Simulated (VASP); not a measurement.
Band structure of SnS2 (space group P6_3mc). Calculation: PBEsol GGA, VASP's PBE PAW potentials (set 64) (plane waves; VASP 6.6.1).

Without a dispersion term in the relaxation, distances and binding between the weakly bound layers, chains or molecules are unreliable, and so is what depends on them. Unless said otherwise, spin-orbit coupling is left out, though it shifts the bands of the heavy elements here.

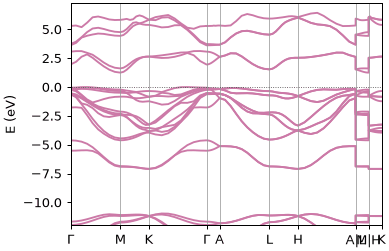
Figure: Bands along high-symmetry lines, zero at the valence-band maximum or, without a gap, the Fermi level

Task: Read the plot: is there a gap, and where are the band edges?

Result: The gap is indirect, 1.25 eV, from the valence maximum at K-Γ at 0.67 to the conduction minimum at M. (Edges off the drawn lines would not show.)

The structure comes from a computed database's SnS2 entry (P6_3mc); how it stands against other phases isn't given here. It was relaxed first.
